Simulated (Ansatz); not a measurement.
# Sb2As2C: from a guess to a relaxed structure, part 1 of 2

Where does this trial cell of Sb2As2C go when cell and atoms are let free?

Method: DFT PBE, scalar-relativistic, plane waves, PAW, in Ansatz 0.2.0.

**1. The starting structure**

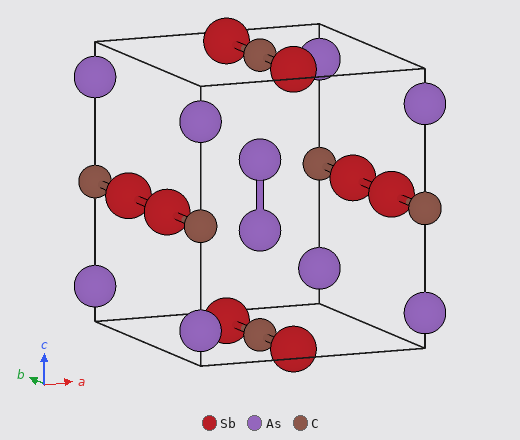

Start, viewed slightly off an axis; antimony red, arsenic purple, carbon brown. Atoms on the faces are drawn again on the opposite ones. The cell drawn here is the conventional one.

As a file:

```xyz
5
Lattice="-3.0456 3.3038 3.5443 3.0456 -3.3038 3.5443 3.0456 3.3038 -3.5443" Properties=species:S:1:pos:R:3 pbc="T T T"
Sb    0.0000    2.0961    3.5443
Sb    3.0456    1.2077    0.0000
As    0.0000    0.0000    6.1936
As    0.0000    0.0000    0.8949
C     0.0000    0.0000    3.5443
```

Recipe of the guess: random cell by space group and Wyckoff sites (Immm, No. 71). Its size is a rough estimate.

**2. A first look at the guess**

input.yaml

```yaml
crystal:
  lattice:
    - [-3.045604, 3.30384271, 3.54425379]
    - [3.045604, -3.30384271, 3.54425379]
    - [3.045604, 3.30384271, -3.54425379]
  atoms:
    - { symbol: Sb, position: [0.81722704, 0.5, 0.31722704] }
    - { symbol: Sb, position: [0.18277296, 0.5, 0.68277296] }
    - { symbol: As, position: [0.87375879, 0.87375879, 0.0] }
    - { symbol: As, position: [0.12624121, 0.12624121, 0.0] }
    - { symbol: C, position: [0.5, 0.5, 0.0] }
basis:
  ecutwfc: 420
kpoints:
  mp_grid: { grid: [4, 4, 4] }
hamiltonian:
  xc: pbe
scf:
  occupations: { method: gaussian, width: 0.1 }
  lower_state_search: "off"
output:
  forces: true
  stress: true
  eigenvalues: true
```

The run is started by

```
$ ansatz run input.yaml --threads 1 --pin off --max-ram 2560MiB --backend cpu --events-out ev --progress --plain --runs-dir out
```

Output (excerpt; [...] marks lines left out):

```text
Warning: RAYON_NUM_THREADS=1 ignored (pool sized by the plan → 1); use --threads N
[...]
Pseudopotentials: kind: paw
Pseudopotential: Sb, paw, valence charge 15, recommended cutoff 420 eV (normal), Sb.paw.azcp
Pseudopotential: As, paw, valence charge 15, recommended cutoff 420 eV (normal), As.paw.azcp
Pseudopotential: C, paw, valence charge 4, recommended cutoff 420 eV (normal), C.paw.azcp
Functional definition: PBE
[...]
Crystal: 5 atoms, lattice volume = 142.652 Å³
Basis set: ecut = 420 eV, 2783 PW (Γ), exchange–correlation on 80×80×80 points (8 copies of the dense FFT grid, shifted against one another)
Bands: 39, of which v1, the nominal top of the filled ones, is band 32 counted from 1 (31 counted from 0)
Symmetry: 8 space group operations
[...]
SCF converged after 7 iterations
Free energy (F): -22920.669464 eV
[...]
E sigma→0 (E₀):  -22920.660195 eV
Entropy (-TS):   -0.018539 eV (-3.708 meV/atom)
Fermi energy:    6.900340 eV
[...]
--- Forces (eV/Å), atoms counted from 1 ---
  atom   1  Sb     0.00000000    -5.98908775     0.00000000
  atom   2  Sb     0.00000000     5.98908775     0.00000000
  atom   3  As     0.00000000     0.00000000   -19.31916523
  atom   4  As     0.00000000     0.00000000    19.31916523
  atom   5  C      0.00000000     0.00000000     0.00000000
[...]
--- Stress (GPa, compression-positive) ---
        3.436955       0.000000       0.000000
        0.000000      17.927980       0.000000
        0.000000       0.000000      36.320097
  P = ⅓ Tr σ = 19.2283 GPa (192.283 kbar)
--- Band table (eV; the first three rows and the last of 18) ---
[...]
```

Wall time 9.4 s (1 thread of Intel Xeon at 2.70GHz, shared host); peak memory 0.46 GiB.

The probe gives pressure 19.2 GPa, largest force 19.32 eV/Å, gap on this mesh none (metal). A cheap, loose relaxation comes first.

**3. Rough relaxation on the coarse mesh**

input.yaml, as its differences from that of step 2:

```diff
@@ -24 +24,6 @@
   eigenvalues: true
+relax:
+  adjacent_minimum: "off"
+  f_tol: 0.04
+  max_steps: 70
+  cell: { stress_tol: 0.4 }
```

The run is started by

```
$ ansatz run input.yaml --threads 1 --pin off --max-ram 2560MiB --backend cpu --events-out ev --progress --plain --runs-dir out
```

Output:

```text
Warning: RAYON_NUM_THREADS=1 ignored (pool sized by the plan → 1); use --threads N
Engine: ansatz 0.2.0, x86_64-unknown-linux-gnu
[... 5 set-up lines as earlier in the session ...]
  parameter kappa = 0.804
  parameter beta = 0.06672455060314922
  exchange = pbe_x(kappa = kappa, mu = beta*pi^2/3)
  correlation = pbe_c(beta = beta)
Crystal: 5 atoms, lattice volume = 142.652 Å³
Basis set: ecut = 420 eV, 2783 PW (Γ), exchange–correlation on 80×80×80 points (8 copies of the dense FFT grid, shifted against one another)
Bands: 39, of which v1, the nominal top of the filled ones, is band 32 counted from 1 (31 counted from 0)
[... 1 set-up line as earlier in the session ...]
Space group: Immm (ITA 71), of the structure as read, at distance tolerance 5.2e-5 Å
k-points: 18 of 64
Non-local potential: Sb, projectors of the file, l = 0: 2, l = 1: 2, l = 2: 2, l = 3: 2
Non-local potential: As, projectors of the file, l = 0: 2, l = 1: 2, l = 2: 3, l = 3: 1
Non-local potential: C, projectors of the file, l = 0: 2, l = 1: 2, l = 2: 1
PAW form: soft (Blöchl's): semilocal exchange-correlation on the pseudo side does not see the compensation charge
PAW one-centre angular grid: Sb, 590 points (default); XC on 64 Gauss nodes
PAW one-centre angular grid: As, 590 points (default); XC on 64 Gauss nodes
PAW one-centre angular grid: C, 110 points (default); XC on 64 Gauss nodes
Initial density: superposition of atomic densities (neutral atoms: chi_scale 0, normalization atom), corrected by the library's trained network
Initial wavefunctions: pseudopotential atomic-orbital guess
Functional: x = pbe(κ = 0.804, μ = 0.2195149727645171), c = pbe(β = 0.06672455060314922)
SCF iter   1: F=—  HF=-22920.699219 eV  |F-HF|=—  |Δ(HF+E_count)|=         —  Δρ=6.88e-3  dr2=1.32e-1  ethr=1.77e-3  ⟨swp⟩=8.3  Hψ=2992  notcnv=0
preconditioner: auto → LDOS  [metal: Δε(μ)=0.075 eV  Ē_g=8.364 eV  σ=0.100 eV  W_gap=0.40  n_scr=34 (ndim 8)  ℏωp=15.2 eV  f_vac=0.149  D(μ)=3.75/eV (n_scr^D=18)  β→1.0]
SCF iter   2: F=—  HF=-22920.672078 eV  |F-HF|=—  |Δ(HF+E_count)|=   2.71e-2  Δρ=2.26e-3  dr2=1.35e-2  ethr=2.06e-4  ⟨swp⟩=2.0  Hψ=1049  notcnv=0  defer=26
SCF iter   3: F=—  HF=-22920.670740 eV  |F-HF|=—  |Δ(HF+E_count)|=   1.34e-3  Δρ=1.31e-3  dr2=4.82e-3  ethr=2.11e-5  ⟨swp⟩=2.4  Hψ=1303  notcnv=0  defer=26
SCF iter   4: F=—  HF=-22920.669569 eV  |F-HF|=—  |Δ(HF+E_count)|=   1.17e-3  Δρ=3.77e-4  dr2=4.22e-4  ethr=7.53e-6  ⟨swp⟩=2.0  Hψ=1074  notcnv=0  defer=26
SCF iter   5: F=—  HF=-22920.669458 eV  |F-HF|=—  |Δ(HF+E_count)|=   1.11e-4  Δρ=1.03e-4  dr2=1.55e-5  ethr=6.59e-7  ⟨swp⟩=2.0  Hψ=1134  notcnv=0  defer=26
SCF iter   6: F=—  HF=-22920.669463 eV  |F-HF|=—  |Δ(HF+E_count)|=   5.60e-6  Δρ=3.26e-5  dr2=1.26e-6  ethr=2.43e-8  ⟨swp⟩=2.0  Hψ=1258  notcnv=0  defer=26
SCF iter   7: F=-22920.669464 eV  HF=-22920.669464 eV  |F-HF|=2.74e-8  |Δ(HF+E_count)|=   7.74e-7  Δρ=8.84e-6  dr2=9.23e-8  ethr=1.56e-10  ⟨swp⟩=8.8  Hψ=3776  notcnv=0
SCF 1 converged in 7 iterations: F = -22920.669464 eV  dr2 = 9.23e-8
relax step   1: F+E_penalty+E_count = -22920.66946423 eV  Δ(F+E_penalty+E_count) = +0.000e0 eV  max|allowed force component| = 1.932e1 eV/Å  Δτ_max = 0.0000 Å  P = +19.228 GPa  Ω = 142.652 Å³  (7 SCF iters, dr2 threshold 1.00e-7 eV, accepted)
[... from here on, the SCF cycles and remarks between the steps are left out ...]
relax step   2: F+E_penalty+E_count = -22925.63843376 eV  Δ(F+E_penalty+E_count) = -4.969e0 eV  max|allowed force component| = 2.633e0 eV/Å  Δτ_max = 0.1910 Å  P = +2.454 GPa  Ω = 152.659 Å³  energy of the carried Pulay correction = -3.655e-3 eV  (8 SCF iters, dr2 threshold 5.00e-7 eV, accepted)
relax step   3: F+E_penalty+E_count = -22926.06012083 eV  Δ(F+E_penalty+E_count) = -4.217e-1 eV  max|allowed force component| = 1.985e0 eV/Å  Δτ_max = 0.0372 Å  P = +1.272 GPa  Ω = 147.643 Å³  energy of the carried Pulay correction = -1.855e-3 eV  (7 SCF iters, dr2 threshold 5.00e-7 eV, accepted)
relax step   4: F+E_penalty+E_count = -22926.45858911 eV  Δ(F+E_penalty+E_count) = -3.985e-1 eV  max|allowed force component| = 1.259e0 eV/Å  Δτ_max = 0.0711 Å  P = +0.695 GPa  Ω = 140.327 Å³  energy of the carried Pulay correction = +8.863e-4 eV  (6 SCF iters, dr2 threshold 5.00e-7 eV, accepted)
relax step   5: F+E_penalty+E_count = -22926.79081922 eV  Δ(F+E_penalty+E_count) = -3.322e-1 eV  max|allowed force component| = 8.059e-1 eV/Å  Δτ_max = 0.0716 Å  P = +0.180 GPa  Ω = 133.925 Å³  energy of the carried Pulay correction = +3.403e-3 eV  (6 SCF iters, dr2 threshold 5.00e-7 eV, accepted)
relax step   6: F+E_penalty+E_count = -22927.06538287 eV  Δ(F+E_penalty+E_count) = -2.746e-1 eV  max|allowed force component| = 4.218e-1 eV/Å  Δτ_max = 0.0644 Å  P = +0.268 GPa  Ω = 128.198 Å³  energy of the carried Pulay correction = +5.757e-3 eV  (7 SCF iters, dr2 threshold 5.00e-7 eV, accepted)
relax step   7: F+E_penalty+E_count = -22927.25353348 eV  Δ(F+E_penalty+E_count) = -1.882e-1 eV  max|allowed force component| = 3.329e-1 eV/Å  Δτ_max = 0.0598 Å  P = +0.590 GPa  Ω = 122.771 Å³  energy of the carried Pulay correction = +8.081e-3 eV  (6 SCF iters, dr2 threshold 5.00e-7 eV, accepted)
relax step   8: F+E_penalty+E_count = -22927.43772574 eV  Δ(F+E_penalty+E_count) = -1.842e-1 eV  max|allowed force component| = 3.692e-1 eV/Å  Δτ_max = 0.1165 Å  P = +0.021 GPa  Ω = 121.384 Å³  energy of the carried Pulay correction = +8.690e-3 eV  (6 SCF iters, dr2 threshold 5.00e-7 eV, accepted)
relax step   9: F+E_penalty+E_count = -22927.63114809 eV  Δ(F+E_penalty+E_count) = -1.934e-1 eV  max|allowed force component| = 2.779e-1 eV/Å  Δτ_max = 0.1698 Å  P = +1.173 GPa  Ω = 117.553 Å³  energy of the carried Pulay correction = +1.041e-2 eV  (7 SCF iters, dr2 threshold 5.00e-7 eV, accepted)
relax step  10: F+E_penalty+E_count = -22927.68992016 eV  Δ(F+E_penalty+E_count) = -5.877e-2 eV  max|allowed force component| = 7.229e-1 eV/Å  Δτ_max = 0.0418 Å  P = +1.755 GPa  Ω = 112.710 Å³  energy of the carried Pulay correction = +1.265e-2 eV  (6 SCF iters, dr2 threshold 5.00e-7 eV, accepted)
relax step  11: F+E_penalty+E_count = -22927.70122660 eV  Δ(F+E_penalty+E_count) = -1.131e-2 eV  max|allowed force component| = 1.852e-1 eV/Å  Δτ_max = 0.0530 Å  P = -2.200 GPa  Ω = 118.354 Å³  energy of the carried Pulay correction = +1.004e-2 eV  (6 SCF iters, dr2 threshold 5.00e-7 eV, accepted)
relax step  12: F+E_penalty+E_count = -22927.71670997 eV  Δ(F+E_penalty+E_count) = -1.548e-2 eV  max|allowed force component| = 3.200e-1 eV/Å  Δτ_max = 0.0438 Å  P = +0.639 GPa  Ω = 112.421 Å³  energy of the carried Pulay correction = +1.279e-2 eV  (5 SCF iters, dr2 threshold 5.00e-7 eV, accepted)
relax step  13: F+E_penalty+E_count = -22927.72976970 eV  Δ(F+E_penalty+E_count) = -1.306e-2 eV  max|allowed force component| = 4.246e-2 eV/Å  Δτ_max = 0.0367 Å  P = +0.100 GPa  Ω = 114.986 Å³  energy of the carried Pulay correction = +1.159e-2 eV  (5 SCF iters, dr2 threshold 5.00e-7 eV, accepted)
relax step  14: F+E_penalty+E_count = -22927.73110696 eV  Δ(F+E_penalty+E_count) = -1.337e-3 eV  max|allowed force component| = 1.759e-2 eV/Å  Δτ_max = 0.0061 Å  P = +0.006 GPa  Ω = 114.846 Å³  energy of the carried Pulay correction = +1.165e-2 eV  (4 SCF iters, dr2 threshold 4.97e-7 eV, accepted)
relax step  15: F+E_penalty+E_count = -22927.84113084 eV  Δ(F+E_penalty+E_count) = -1.100e-1 eV  max|allowed force component| = 9.381e-2 eV/Å  Δτ_max = 0.0000 Å  P = +1.223 GPa  Ω = 114.846 Å³  stress off target by 3.45e0 GPa  SCF on the basis re-selected at this cell (its energy is not comparable with the rows above)  (6 SCF iters)
relax step  16: F+E_penalty+E_count = -22927.87834255 eV  Δ(F+E_penalty+E_count) = -3.721e-2 eV  max|allowed force component| = 5.663e-2 eV/Å  Δτ_max = 0.0113 Å  P = +0.587 GPa  Ω = 115.166 Å³  energy of the carried Pulay correction = -8.382e-5 eV  (5 SCF iters, dr2 threshold 5.00e-7 eV, accepted)
relax step  17: F+E_penalty+E_count = -22927.89092894 eV  Δ(F+E_penalty+E_count) = -1.259e-2 eV  max|allowed force component| = 2.260e-2 eV/Å  Δτ_max = 0.0066 Å  P = -0.025 GPa  Ω = 115.608 Å³  energy of the carried Pulay correction = -2.143e-4 eV  (5 SCF iters, dr2 threshold 5.00e-7 eV, accepted)
relax step  18: F+E_penalty+E_count = -22927.89656854 eV  Δ(F+E_penalty+E_count) = -5.640e-3 eV  max|allowed force component| = 2.833e-2 eV/Å  Δτ_max = 0.0026 Å  P = +0.120 GPa  Ω = 115.068 Å³  energy of the carried Pulay correction = +9.951e-5 eV  (6 SCF iters, accepted)
relax step  19: F+E_penalty+E_count = -22927.90638782 eV  Δ(F+E_penalty+E_count) = -9.819e-3 eV  max|allowed force component| = 1.377e-1 eV/Å  Δτ_max = 0.0069 Å  P = -0.082 GPa  Ω = 114.450 Å³  energy of the carried Pulay correction = +5.028e-4 eV  (6 SCF iters, dr2 threshold 5.00e-7 eV, accepted)
relax step  20: F+E_penalty+E_count = -22927.82879802 eV  Δ(F+E_penalty+E_count) = +7.759e-2 eV  max|allowed force component| = 1.646e-1 eV/Å  Δτ_max = 0.0423 Å  P = +0.467 GPa  Ω = 110.846 Å³  energy of the carried Pulay correction = +2.446e-3 eV  (7 SCF iters, dr2 threshold 5.00e-7 eV, rejected (line search))
relax step  21: F+E_penalty+E_count = -22927.91704130 eV  Δ(F+E_penalty+E_count) = -1.065e-2 eV  max|allowed force component| = 1.458e-1 eV/Å  Δτ_max = 0.0327 Å  P = -0.282 GPa  Ω = 113.561 Å³  energy of the carried Pulay correction = +9.452e-4 eV  (9 SCF iters, accepted)
relax step  22: F+E_penalty+E_count = -22927.91971039 eV  Δ(F+E_penalty+E_count) = -2.669e-3 eV  max|allowed force component| = 5.159e-2 eV/Å  Δτ_max = 0.0229 Å  P = +0.161 GPa  Ω = 112.671 Å³  energy of the carried Pulay correction = +1.375e-3 eV  (6 SCF iters, dr2 threshold 5.00e-7 eV, accepted)
relax step  23: F+E_penalty+E_count = -22927.91999883 eV  Δ(F+E_penalty+E_count) = -2.884e-4 eV  max|allowed force component| = 1.600e-3 eV/Å  Δτ_max = 0.0044 Å  P = -0.067 GPa  Ω = 113.128 Å³  energy of the carried Pulay correction = +1.159e-3 eV  (6 SCF iters, dr2 threshold 1.66e-7 eV, accepted)
relax step  24: F+E_penalty+E_count = -22927.92091157 eV  Δ(F+E_penalty+E_count) = -9.127e-4 eV  max|allowed force component| = 1.241e-3 eV/Å  Δτ_max = 0.0000 Å  P = -0.056 GPa  Ω = 113.128 Å³  stress off target by 1.53e-1 GPa  SCF on the basis re-selected at this cell (its energy is not comparable with the rows above)  (6 SCF iters)
basis re-selected at this cell: Δ(F+E_penalty+E_count) = -9.127e-4 eV, ΔP = +0.012 GPa vs the last step (what re-selecting the basis moved, of the pressure what is left beyond the Pulay correction that the steps carried, after the strain that the cell walked since its last selection, with what the two solves' SCF thresholds leave and, on support functions, any second-order correction that the steps lacked; it is no measure of the basis error at this ecutwfc). This SCF's stress stands 1.53e-1 GPa from its target on what of the cell is left free (relax.cell.stress_tol is 4.00e-1 GPa) and its largest allowed force component is 1.24e-3 eV/Å (relax.f_tol is 4.00e-2 eV/Å): within both
SCF converged after 6 iterations
Free energy (F): -22927.920912 eV
Harris-Foulkes:  -22927.920912 eV  (|F-HF|=7.28e-12)
Internal energy: -22927.913928 eV  (E = F + TS)
E sigma→0 (E₀):  -22927.917420 eV
Entropy (-TS):   -0.006984 eV (-1.397 meV/atom)
Fermi energy:    9.837295 eV
--- Per-component energies (eV) ---
  E_band       = -827.066002
  E_kinetic    = 700.760040
  E_local      = -6825.456297  (includes V_loc(G=0)·N_el)
  E_nonlocal   = -590.947018
  E_hartree    = 3410.510193
  E_xc         = -480.976388
  E_vxc        = -407.147982  (∫ρ·V_xc dr)
  E_paw        = -12916.588939  (= ΣΔE_a)
  E_vpaw       = -525.295249  (= ΣTr[D̂ρ^β])
  E_aug_tail   = 0.000018  (compensation charges beyond the density's cutoff)
  E_ewald      = -6225.215536
  E_smearing   = -0.006984  (= −TS)
  E_closure    = -0.000000  (closes the sum)
  Σ components = -22927.920912   (vs F -22927.920912, Δ=0.00e0)
--- Forces (eV/Å), atoms counted from 1 ---
  atom   1  Sb     0.00000000    -0.00070439    -0.00000000
  atom   2  Sb    -0.00000000     0.00070439     0.00000000
  atom   3  As     0.00000000    -0.00000000     0.00124070
  atom   4  As    -0.00000000     0.00000000    -0.00124070
  atom   5  C     -0.00000000     0.00000000     0.00000000
  max |Σ_I F_I| component: 2.78e-17 eV/Å
--- Stress (GPa, compression-positive) ---
       -0.022287      -0.000000      -0.000000
       -0.000000       0.007897       0.000000
       -0.000000       0.000000      -0.152862
  P = ⅓ Tr σ = -0.0558 GPa (-0.558 kbar)
--- Band table (eV; the first three rows and the last of 18) ---
  k-point 0: bands = ["-26.3922", "-26.3845", "-26.3656", "-26.3620", "-26.3454", "-26.3451", "-26.3390", "-26.3372", "-26.3269", "-26.3234", "-19.5976", "-19.5821", "-19.5728", "-19.5712", "-19.5669", "-19.5651", "-19.5302", "-19.5272", "-19.5201", "-19.5111", "-4.8400", "-1.8790", "-0.5254", "0.6546", "2.7533", "4.4527", "4.6054", "5.7535", "7.6806", "9.0835", "9.9418", "10.1668", "10.7692", "12.0371", "12.0470", "12.2813", "13.9139", "14.1032", "14.6460"]
[... 3 lines left out ...]
--- Relaxed structure (22 steps of the walk, 21 accepted, 2 SCFs on fresh bases) ---
  F+E_penalty+E_count = -22927.92091157 eV   max|allowed force component| = 1.241e-3 eV/Å   (the final SCF, on the basis selected at the relaxed cell)
  cell:  # Å, volume = 113.1279 Å³
    - [-1.844725665161458, 4.423178131839839, 3.4661190753615756]
    - [1.844725665161458, -4.423178131839839, 3.4661190753615756]
    - [1.844725665161458, 4.423178131839839, -3.4661190753615756]
  atoms:
    - { symbol: Sb, position: [0.7902825365643305, 0.5000000000000001, 0.2902825365643303] }
    - { symbol: Sb, position: [0.20971746343566977, 0.5, 0.7097174634356697] }
    - { symbol: As, position: [0.7691113389325926, 0.7691113389325926, -1.1551372090437612e-18] }
    - { symbol: As, position: [0.23088866106740766, 0.23088866106740766, -1.155137209043761e-18] }
    - { symbol: C, position: [0.5, 0.5, -1.155137209043761e-18] }
```

Wall time 2.6 min (1 thread of Intel Xeon at 2.70GHz, shared host); peak memory 0.48 GiB.

Relaxation path:

| step | energy from step 1 (eV/cell) | largest force component (eV/Å) | pressure (GPa) | volume (Å³) |
| --- | --- | --- | --- | --- |
| 1 | 0.0000 | 19.3192 | 19.23 | 142.65 |
| 2 | -4.9690 | 2.6331 | 2.45 | 152.66 |
| 3 | -5.3907 | 1.9851 | 1.27 | 147.64 |
| 4 | -5.7891 | 1.2593 | 0.69 | 140.33 |
| 5 | -6.1214 | 0.8059 | 0.18 | 133.93 |
| 6 | -6.3959 | 0.4218 | 0.27 | 128.20 |
| 7 | -6.5841 | 0.3329 | 0.59 | 122.77 |
| 8 | -6.7683 | 0.3692 | 0.02 | 121.38 |
| 9 | -6.9617 | 0.2779 | 1.17 | 117.55 |
| 10 | -7.0205 | 0.7229 | 1.76 | 112.71 |
| 11 | -7.0318 | 0.1852 | -2.20 | 118.35 |
| 12 | -7.0472 | 0.3200 | 0.64 | 112.42 |
| 13 | -7.0603 | 0.0425 | 0.10 | 114.99 |
| 14 | -7.0616 | 0.0176 | 0.01 | 114.85 |
| 15 | -7.1717 | 0.0938 | 1.22 | 114.85 |
| 16 | -7.2089 | 0.0566 | 0.59 | 115.17 |
| 17 | -7.2215 | 0.0226 | -0.03 | 115.61 |
| 18 | -7.2271 | 0.0283 | 0.12 | 115.07 |
| 19 | -7.2369 | 0.1377 | -0.08 | 114.45 |
| 20 | -7.1593 | 0.1646 | 0.47 | 110.85 |
| 21 | -7.2476 | 0.1458 | -0.28 | 113.56 |
| 22 | -7.2502 | 0.0516 | 0.16 | 112.67 |
| 23 | -7.2505 | 0.0016 | -0.07 | 113.13 |
| 24 | -7.2514 | 0.0012 | -0.06 | 113.13 |

Step 1 is the start. Steps 15, 24 each repeat the geometry before them on a plane-wave basis chosen anew, so the energy can jump there without any move. Step 20 was tried and not accepted.

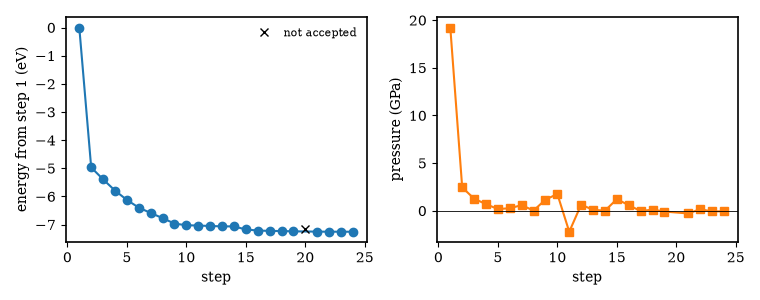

Energy and pressure along the relaxation.

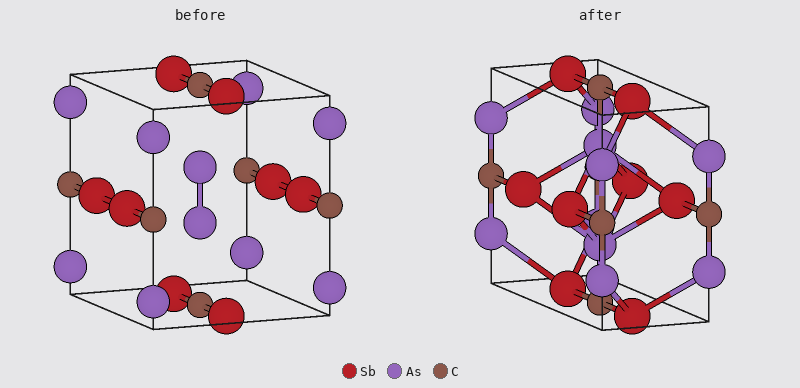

The structure before (left) and after (right) the relaxation, drawn at the same scale.

Lengths and angles in the start's conventional setting:

|  | before | after | change |
| --- | --- | --- | --- |
| a (Å) | 6.091 | 3.689 | -39.4 % |
| b (Å) | 6.608 | 8.846 | +33.9 % |
| c (Å) | 7.089 | 6.932 | -2.2 % |
| volume (Å³/atom) | 28.53 | 22.63 | -20.7 % |
| shortest distance (Å) | 1.790 | 1.866 | +4.2 % |
| space group (0.01 Å) | Immm | Immm | same |

The run keeps the 8 symmetry operations of the start, so it could not have lowered the symmetry.

**4. Coarse relaxation, continued**

The end of the coarse run is made exact in the group found at a tolerance of 0.06 Å and reduced to its primitive cell.

input.yaml

```yaml
crystal:
  lattice:
    - [-1.8447256652, 3.4661190754, 4.4231781318]
    - [1.8447256652, -3.4661190754, 4.4231781318]
    - [1.8447256652, 3.4661190754, -4.4231781318]
  atoms:
    - { symbol: Sb, position: [0.2097174634, 0.7097174634, 0.5] }
    - { symbol: Sb, position: [0.7902825366, 0.2902825366, 0.5] }
    - { symbol: As, position: [0.2308886611, 0.0, 0.2308886611] }
    - { symbol: As, position: [0.7691113389, 0.0, 0.7691113389] }
    - { symbol: C, position: [0.5, 0.0, 0.5] }
basis:
  ecutwfc: 420
kpoints:
  mp_grid: { grid: [6, 6, 6] }
hamiltonian:
  xc: pbe
scf:
  occupations: { method: gaussian, width: 0.1 }
  lower_state_search: "off"
output:
  forces: true
  stress: true
  eigenvalues: true
relax:
  adjacent_minimum: "off"
  f_tol: 0.04
  max_steps: 70
  cell: { stress_tol: 0.4 }
```

The run is started by

```
$ ansatz run input.yaml --threads 1 --pin off --max-ram 2560MiB --backend cpu --events-out ev --progress --plain --runs-dir out
```

Output (excerpt; [...] marks lines left out):

```text
[...]
relax step   4: F+E_penalty+E_count = -22927.80769315 eV  Δ(F+E_penalty+E_count) = -9.976e-4 eV  max|allowed force component| = 2.389e-2 eV/Å  Δτ_max = 0.0000 Å  P = -0.018 GPa  Ω = 114.367 Å³  stress off target by 1.61e-1 GPa  SCF on the basis re-selected at this cell (its energy is not [...]
SCF converged after 4 iterations
Free energy (F): -22927.807693 eV
[...]
E sigma→0 (E₀):  -22927.803676 eV
[...]
    - [1.894984327067461, 3.4035540290819872, -4.433035981373755]
  atoms:
    - { symbol: Sb, position: [0.21223222229405697, 0.7122322222940569, 0.5] }
    - { symbol: Sb, position: [0.7877677777059429, 0.28776777770594286, 0.49999999999999983] }
    - { symbol: As, position: [0.22658042895269787, 2.353136262143972e-19, 0.22658042895269787] }
    - { symbol: As, position: [0.7734195710473021, 2.353136262144092e-19, 0.7734195710473021] }
    - { symbol: C, position: [0.4999999999999999, 2.3531362621440153e-19, 0.4999999999999999] }
```

Wall time 54 s (1 thread of Intel Xeon at 2.70GHz, shared host); peak memory 0.53 GiB.

(Continued in part 2 of 2.)
